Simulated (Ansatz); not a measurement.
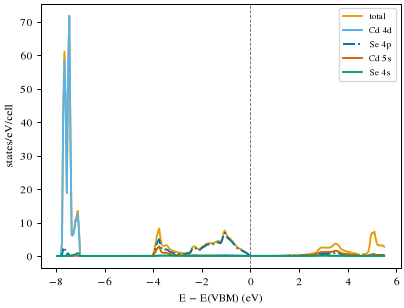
Figure: Total and projected density of states of CdSe (wurtzite, P6_3mc), PBE in the plane-wave PAW code Ansatz

### Question
Which orbitals carry the states next to the gap?

### Answer
Top 1 eV of the valence band: Se 4p 92 %. Bottom 1 eV of the conduction band: Cd 5s 55 %, Se 4p 27 %, Se 4s 15 %. Projections are on Löwdin-orthogonalised atomic valence shells; empty p or d shells of many metals are not among them.

### Question
Where is the tallest occupied peak in this window, and what makes it?

### Answer
Near -7.4 eV, about 72 states/eV per cell; the largest projected share is Cd 4d.

Symmetry was held in the PBE relaxation. Spin–orbit coupling is left out wherever it is not named.

Potentials: the later of the program's two PAW sets.
